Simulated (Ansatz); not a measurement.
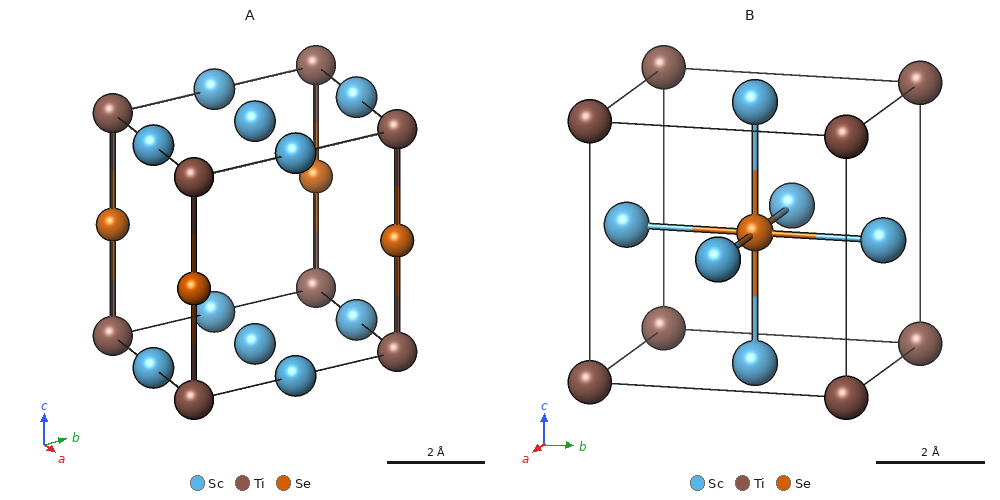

Two structures of Sc3TiSe, each relaxed to rest (conventional cells in solid outline, small ones repeated, not to one scale). Method: Ansatz, DFT PBE, scalar-relativistic, plane waves, PAW, without spin polarisation.

What are the two structures?

Answer. A: 5 atoms a cell on a primitive hexagonal lattice, P6/mmm. B: cubic antiperovskite, Pm-3m.

Which of the two does the method prefer?

Answer. B is lower, by 559 meV/atom at this level of theory (energies at zero smearing). Volumes: A 30.0, B 24.8 Å³/atom.

One or both may be structure types tried for this composition rather than known phases.
